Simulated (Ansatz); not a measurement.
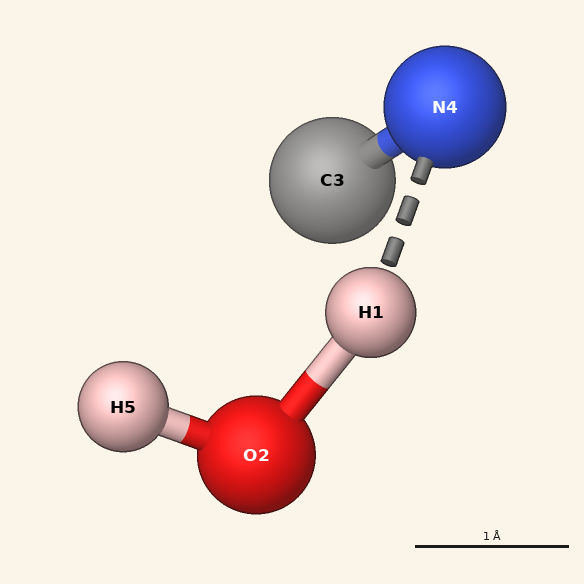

Simulated data, not a measurement (program: Ansatz).

Broken lines mark hydrogen bonds. State: neutral, doublet. Geometry: start.

Give donor, acceptor, H···A distance and D–H···A angle of each hydrogen bond.

```json
{"D–H···A": "O2–H1···N4", "D–H (Å)": "1.25", "H···A (Å)": "1.54", "angle (°)": "138", "kind": "intermolecular"}
```
